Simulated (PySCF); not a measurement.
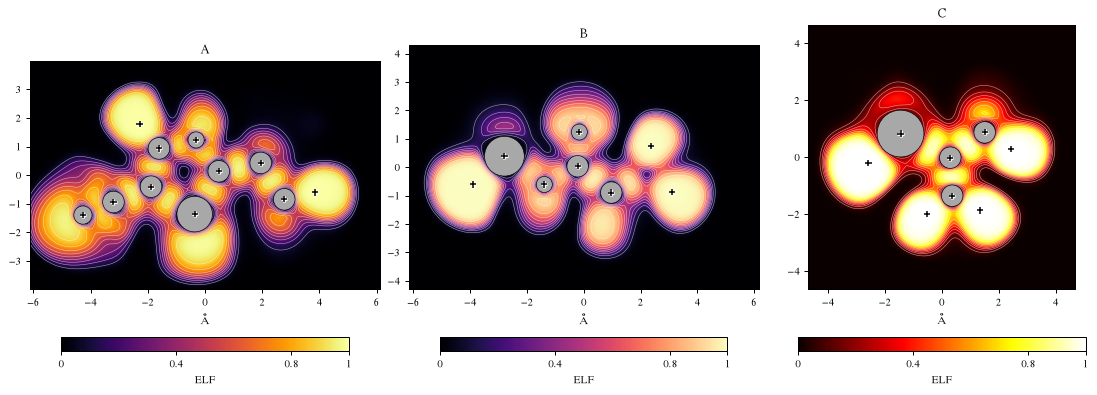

The electron localisation function of 3 systems, each on a plane through atoms (crosses mark nuclei in the plane; grey discs cover the cores).

Level of theory: CAM-B3LYP/def2-SVPD, SCF density, gas phase (PySCF).

System 1: C7H8NOP (SMILES CC(C)c1occ(C#N)p1), the plane of atoms O5, C6 and H18. Geometry: PBE0-D3(BJ)/def2-SVP.

```xyz
18

C    -2.0383    0.7444    0.9200
C    -1.2633    0.2942   -0.3107
C    -1.7674   -1.0487   -0.8451
C     0.2063    0.2379   -0.0411
O     0.9659   -0.0363   -1.1237
C     2.2677   -0.0956   -0.8443
C     2.5766    0.1270    0.4664
C     3.8989    0.1114    0.9798
N     4.9729    0.0995    1.4185
P     1.0822    0.4417    1.4214
H    -1.9232    0.0220    1.7444
H    -1.6960    1.7268    1.2786
H    -3.1107    0.8205    0.6895
H    -1.4015    1.0493   -1.1080
H    -1.6553   -1.8338   -0.0810
H    -2.8323   -0.9791   -1.1128
H    -1.2080   -1.3582   -1.7393
H     2.9205   -0.3121   -1.6887
```

System 2: C4H7F3Ge (SMILES C=[C](C)[GeH2][C](F)(F)F), the plane of atoms C3, C2 and Ge4. Geometry: PBE0-D3(BJ)/def2-SVP.

```xyz
15

C    -0.8914    1.8865    0.5078
C    -0.7575    0.6183    0.1000
C    -1.7137   -0.4748    0.4748
Ge    0.7488    0.1566   -1.0356
C     1.9066   -1.1467   -0.0532
F     1.2008   -2.2128    0.3678
F     2.4628   -0.5908    1.0308
F     2.9042   -1.6133   -0.8165
H    -1.7275    2.1886    1.1508
H    -0.1832    2.6717    0.2265
H    -2.5099   -0.1039    1.1383
H    -2.1878   -0.9114   -0.4201
H    -1.1930   -1.3013    0.9844
H     0.3106   -0.5669   -2.3199
H     1.6152    1.3844   -1.3441
```

System 3: C5H10O2Si, the plane of atoms O6, C5 and O7. Geometry: PBE0-D3(BJ)/def2-SVP.

```yaml
atoms:
  - { symbol: C, position_ang: [-1.4668, 1.4896, -1.2146] }
  - { symbol: C, position_ang: [-1.5034, 0.6782, -0.1570] }
  - { symbol: C, position_ang: [-1.0669, -0.7561, -0.1594] }
  - { symbol: C, position_ang: [0.2980, -0.9451, 0.4966] }
  - { symbol: C, position_ang: [1.4263, -0.4294, -0.3545] }
  - { symbol: O, position_ang: [1.3827, -0.2859, -1.5524] }
  - { symbol: O, position_ang: [2.5374, -0.1656, 0.3397] }
  - { symbol: Si, position_ang: [3.8830, 0.3990, -0.5732] }
  - { symbol: H, position_ang: [-1.7779, 2.5352, -1.1421] }
  - { symbol: H, position_ang: [-1.1128, 1.1347, -2.1873] }
  - { symbol: H, position_ang: [-1.8439, 1.0771, 0.8078] }
  - { symbol: H, position_ang: [-1.8047, -1.3700, 0.3821] }
  - { symbol: H, position_ang: [-1.0160, -1.1341, -1.1915] }
  - { symbol: H, position_ang: [0.5081, -2.0162, 0.6665] }
  - { symbol: H, position_ang: [0.3589, -0.4670, 1.4862] }
  - { symbol: H, position_ang: [4.9205, 0.6068, 0.4717] }
  - { symbol: H, position_ang: [3.5540, 1.6848, -1.2414] }
  - { symbol: H, position_ang: [4.3247, -0.6379, -1.5422] }
```

> Which map belongs to which system?

Panel A is system 1, C7H8NOP: the plane holds C, O, N, P and H. C–N (1.16 Å): the ELF peaks at about 0.85 between the atoms: a multiple bond. Panel B is system 3, C5H10O2Si: the plane holds C, O, Si and H. C–O (1.21 Å): the ELF peaks at about 0.85 between the atoms: a short, multiple covalent bond. Panel C is system 2, C4H7F3Ge: the plane holds C, Ge and H. C–C (1.34 Å): the ELF peaks at about 0.95 between the atoms; a multiple bond.
